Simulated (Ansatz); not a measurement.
The figure comes from a scan of P (black-P type, space group Cmce): one P atom of a 4-atom cell moves by u along (1.00, 0.00, 0.00) and v along (0.00, 1.00, 0.00). Computed with r2SCAN+rVV10 (plane waves to 500 eV, PAW, scalar-relativistic; Ansatz, an electronic-structure program). k mesh 8×8×6 (Γ-centred), Fermi-Dirac smearing 0.05 eV. Points where atoms come too close for the PAW data are left out (x in tables, blank in figures). With partly filled bands, energies and forces of such displacements shift with the k mesh and the smearing. Fu and Fv are the components of the force on the atom. P was relaxed with its symmetry unable to fall. The PAW data are Ansatz's earlier set. 

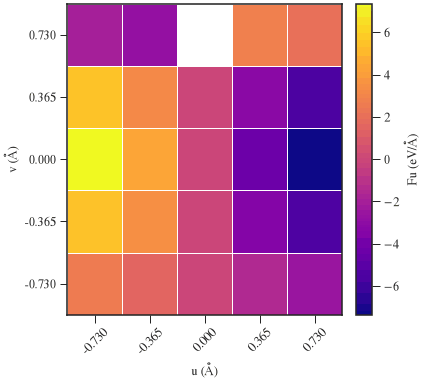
Figure. Fu (eV/Å), one tile a computed point.

Task: Turn the plot into a table (rounded to what can be read).

Result: To the nearest 2:

Fu (eV/Å), with u across and v down:

```tsv
v \ u	-0.730	-0.365	0.000	0.365	0.730
-0.730	2	2	0	-2	-2
-0.365	6	4	0	-4	-6
0.000	8	4	0	-4	-8
0.365	6	4	0	-4	-6
0.730	-2	-2	x	2	2
```

(For displaced atoms, the force is minus the slope of the energy, and its curvature is a force constant, which sets phonon frequencies.)
